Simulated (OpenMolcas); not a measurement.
# C3H9B: single-point calculation (part 1 of 2)

- system: C3H9B
- method: HF/ANO-R0, RHF, sfX2C (OpenMolcas 26.06)

The geometry comes from this level: GFN2-xTB.

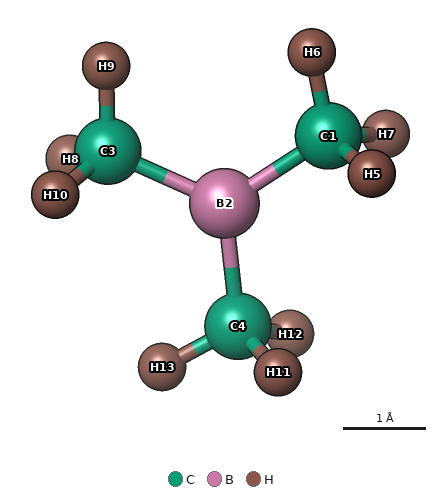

The structure (ball-and-stick view, seen at a tilt; atoms are numbered from 1 in the order of the input).

### Input file
```
&GATEWAY
  Coord
  13
  bohr
  C     -1.74724077     2.27919868    -0.84826026
  B      0.02169406     0.03987322     0.02428298
  C      2.21657316     0.46005383     1.99500277
  C     -0.43425906    -2.68603782    -1.10722833
  H     -1.67792562     2.51940177    -2.89156443
  H     -1.28886881     4.09189957     0.00357158
  H     -3.71552281     1.86795648    -0.40559192
  H      1.98209594    -0.78514341     3.61827751
  H      2.37487551     2.38317141     2.70056981
  H      4.03122046    -0.05094702     1.16601771
  H     -0.32667696    -2.66264301    -3.16264564
  H     -2.32918193    -3.35396152    -0.65856955
  H      0.89321685    -4.10282218    -0.43388112
  Basis=ANO-R0
  Group=NoSym

&SEWARD

&SCF
  PrOrbitals=0
```

Launched with:
```bash
export MOLCAS_MEM=1860
pymolcas step1.inp > step1.log
```

### Output
```
--- Start Module: gateway ---

                                              &GATEWAY

                       available to each process: 1.9 GB of memory, 1 thread

++    Symmetry information:
      ---------------------

                    Character Table for C1

                             E
                    a        1  x, y, xy, Rz, z, xz, Ry, yz, Rx, I
--

++    Basis set information:
      ----------------------

      Basis set label: C.ANO-R...2S1P.

      Electronic valence basis set:
      ------------------
      Associated Effective Charge   6.000000 au
      Associated Actual Charge      6.000000 au
      Nuclear Model: Finite nucleus - Gaussian distribution
        Gaussian exponent, Xi/bohr**(-2):  6.80775E+08

      Shell  nPrim  nBasis  Cartesian Spherical Contaminant
         s      12       2        X
         p       7       1        X

      Basis set label: B.ANO-R...2S1P.

      Electronic valence basis set:
      ------------------
      Associated Effective Charge   5.000000 au
      Associated Actual Charge      5.000000 au
      Nuclear Model: Finite nucleus - Gaussian distribution
        Gaussian exponent, Xi/bohr**(-2):  7.11787E+08

      Shell  nPrim  nBasis  Cartesian Spherical Contaminant
         s      12       2        X
         p       7       1        X

      Basis set label: C.ANO-R...2S1P.

      Electronic valence basis set:
      ------------------
      Associated Effective Charge   6.000000 au
      Associated Actual Charge      6.000000 au
      Nuclear Model: Finite nucleus - Gaussian distribution
        Gaussian exponent, Xi/bohr**(-2):  6.80775E+08

      Shell  nPrim  nBasis  Cartesian Spherical Contaminant
         s      12       2        X
         p       7       1        X

      Basis set label: H.ANO-R...1S.

      Electronic valence basis set:
      ------------------
      Associated Effective Charge   1.000000 au
      Associated Actual Charge      1.000000 au
      Nuclear Model: Finite nucleus - Gaussian distribution
        Gaussian exponent, Xi/bohr**(-2):  2.12482E+09

      Shell  nPrim  nBasis  Cartesian Spherical Contaminant
         s       7       1        X
--

++    Molecular structure info:
      -------------------------

                    ************************************************
                    **** Cartesian Coordinates / bohr, angstrom ****
                    ************************************************

     Center  Label                x              y              z                     x              y              z
        1      C1              -1.747241       2.279199      -0.848260             -0.924600       1.206100      -0.448880
        2      B2               0.021694       0.039873       0.024283              0.011480       0.021100       0.012850
        3      C3               2.216573       0.460054       1.995003              1.172960       0.243450       1.055710
        4      C4              -0.434259      -2.686038      -1.107228             -0.229800      -1.421390      -0.585920
        5      H5              -1.677926       2.519402      -2.891564             -0.887920       1.333210      -1.530150
        6      H6              -1.288869       4.091900       0.003572             -0.682040       2.165340       0.001890
        7      H7              -3.715523       1.867956      -0.405592             -1.966170       0.988480      -0.214630
        8      H8               1.982096      -0.785143       3.618278              1.048880      -0.415480       1.914710
        9      H9               2.374876       2.383171       2.700570              1.256730       1.261120       1.429080
       10      H10              4.031220      -0.050947       1.166018              2.133230      -0.026960       0.617030
       11      H11             -0.326677      -2.662643      -3.162646             -0.172870      -1.409010      -1.673600
       12      H12             -2.329182      -3.353962      -0.658570             -1.232550      -1.774840      -0.348500
       13      H13              0.893217      -4.102822      -0.433881              0.472670      -2.171120      -0.229600

                    ***************************************
                    *    InterNuclear Distances / bohr    *
                    ***************************************

               1 C1            2 B2            3 C3            4 C4            5 H5            6 H6
    1 C1       0.000000
    2 B2       2.984131        0.000000
    3 C3       5.206271        2.979561        0.000000
    4 C4       5.142427        2.986436        5.152537        0.000000
    5 H5       2.058542        4.187951        6.579253        5.641557        0.000000
    6 H6       2.054655        4.258746        5.426253        6.921320        3.317518        0.000000
    7 H7       2.058934        4.182520        6.552466        5.656664        3.279671        3.316924
    8 H8       6.576329        4.176197        2.059251        5.637604        8.166628        6.895713
    9 H9       5.440299        4.265093        2.054572        6.934511        6.907657        4.859689
   10 H10      6.548092        4.169905        2.059438        5.661436        7.460899        6.842354
   11 H11      5.638810        4.193026        6.543752        2.058364        5.362177        7.521608
   12 H12      5.666316        4.184617        6.500158        2.058677        6.317183        7.547286
   13 H13      6.919098        4.258097        5.335784        2.054961        7.516970        8.491544

               7 H7            8 H8            9 H9           10 H10          11 H11          12 H12
    7 H7       0.000000
    8 H8       7.462796        0.000000
    9 H9       6.856139        3.321849        0.000000
   10 H10      8.134137        3.278953        3.320130        0.000000
   11 H11      6.293803        7.405157        8.193651        6.674545        0.000000
   12 H12      5.408731        6.593737        8.144119        7.395522        3.279992        0.000000
   13 H13      7.542644        5.349078        7.354469        5.368839        3.317893        3.315891

              13 H13
   13 H13      0.000000

                    *******************************************
                    *    InterNuclear Distances / angstrom    *
                    *******************************************

               1 C1            2 B2            3 C3            4 C4            5 H5            6 H6
    1 C1       0.000000
    2 B2       1.579134        0.000000
    3 C3       2.755040        1.576716        0.000000
    4 C4       2.721255        1.580354        2.726605        0.000000
    5 H5       1.089333        2.216168        3.481591        2.985383        0.000000
    6 H6       1.087277        2.253632        2.871450        3.662605        1.755555        0.000000
    7 H7       1.089541        2.213294        3.467416        2.993378        1.735527        1.755241
    8 H8       3.480043        2.209948        1.089709        2.983291        4.321594        3.649054
    9 H9       2.878882        2.256990        1.087233        3.669585        3.655375        2.571636
   10 H10      3.465101        2.206619        1.089807        2.995903        3.948138        3.620818
   11 H11      2.983930        2.218854        3.462805        1.089239        2.837542        3.980264
   12 H12      2.998485        2.214404        3.439735        1.089405        3.342909        3.993852
   13 H13      3.661429        2.253288        2.823575        1.087439        3.977809        4.493532

               7 H7            8 H8            9 H9           10 H10          11 H11          12 H12
    7 H7       0.000000
    8 H8       3.949142        0.000000
    9 H9       3.628112        1.757847        0.000000
   10 H10      4.304400        1.735147        1.756937        0.000000
   11 H11      3.330537        3.918641        4.335894        3.532017        0.000000
   12 H12      2.862177        3.489255        4.309682        3.913542        1.735697        0.000000
   13 H13      3.991395        2.830610        3.891817        2.841067        1.755753        1.754694

              13 H13
   13 H13      0.000000

                    **************************************
                    *    Valence Bond Angles / degree    *
                    **************************************
                          Atom centers                 Phi
                      2 B2       1 C1       5 H5       110.97
                      2 B2       1 C1       6 H6       114.12
                      2 B2       1 C1       7 H7       110.73
                      5 H5       1 C1       6 H6       107.52
                      5 H5       1 C1       7 H7       105.60
                      6 H6       1 C1       7 H7       107.48
                      1 C1       2 B2       3 C3       121.62
                      1 C1       2 B2       4 C4       118.92
                      3 C3       2 B2       4 C4       119.46
                      2 B2       3 C3       8 H8       110.62
                      2 B2       3 C3       9 H9       114.58
                      2 B2       3 C3      10 H10      110.36
                      8 H8       3 C3       9 H9       107.70
                      8 H8       3 C3      10 H10      105.52
                      9 H9       3 C3      10 H10      107.61
                      2 B2       4 C4      11 H11      111.10
                      2 B2       4 C4      12 H12      110.74
                      2 B2       4 C4      13 H13      113.99
                     11 H11      4 C4      12 H12      105.63
                     11 H11      4 C4      13 H13      107.53
                     12 H12      4 C4      13 H13      107.43

           ***************************************************************
           *              Valence Dihedral Angles / degree               *
           ***************************************************************
                    Atom centers                       Phi1     Phi2     Theta
           3 C3       2 B2       1 C1       5 H5        121.62   110.97   122.54
           3 C3       2 B2       1 C1       6 H6        121.62   114.12     0.88
           3 C3       2 B2       1 C1       7 H7        121.62   110.73  -120.53
           4 C4       2 B2       1 C1       5 H5        118.92   110.97   -57.64
           4 C4       2 B2       1 C1       6 H6        118.92   114.12  -179.29
           4 C4       2 B2       1 C1       7 H7        118.92   110.73    59.30
           1 C1       2 B2       3 C3       8 H8        121.62   110.62   122.83
           1 C1       2 B2       3 C3       9 H9        121.62   114.58     0.87
           1 C1       2 B2       3 C3      10 H10       121.62   110.36  -120.77
           4 C4       2 B2       3 C3       8 H8        119.46   110.62   -57.00
           4 C4       2 B2       3 C3       9 H9        119.46   114.58  -178.96
           4 C4       2 B2       3 C3      10 H10       119.46   110.36    59.40
           1 C1       2 B2       4 C4      11 H11       118.92   111.10    57.09
           1 C1       2 B2       4 C4      12 H12       118.92   110.74   -59.97
           1 C1       2 B2       4 C4      13 H13       118.92   113.99   178.77
           3 C3       2 B2       4 C4      11 H11       119.46   111.10  -123.08
           3 C3       2 B2       4 C4      12 H12       119.46   110.74   119.87
           3 C3       2 B2       4 C4      13 H13       119.46   113.99    -1.40
--

            Nuclear Potential Energy            112.49548309 au

--- Stop Module: gateway /rc=_RC_ALL_IS_WELL_ ---

--- Start Module: seward ---

                                              &SEWARD

                       available to each process: 1.9 GB of memory, 1 thread
```
